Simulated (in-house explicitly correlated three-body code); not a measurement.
Two electrons around a point charge Z = 9.7. Computed variationally in 260 exponentially correlated functions with an in-house code, non-relativistic, converged to about 10⁻⁸ of the energy. Wanted, and plotted below: the distribution of the distance r₁₂ between the electrons in the ground state (one pair, times 4πr₁₂²) and its difference from that of the Kohn-Sham determinant with the same density, the Coulomb hole.

The pair density peaks near r₁₂ = 0.18 bohr, and ⟨r₁₂⟩ = 0.2369 bohr. Correlation takes weight from short distances: the hole is deepest (−0.085 bohr⁻¹) near 0.092 bohr and first changes sign near 0.19 bohr, moving 0.90 % of the pair outwards. The mean cosine of the angle between the electrons is −0.0137, and the density-functional correlation energy is −45.66 millihartree.

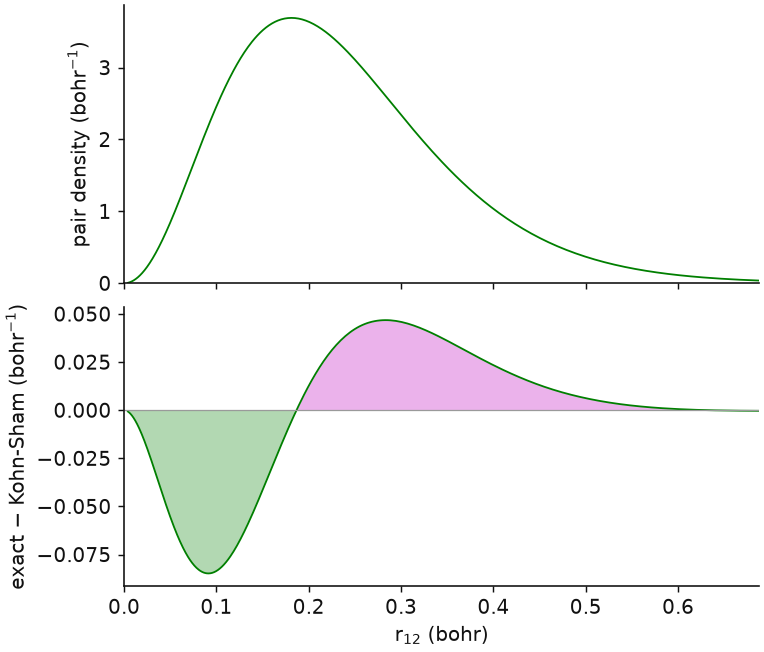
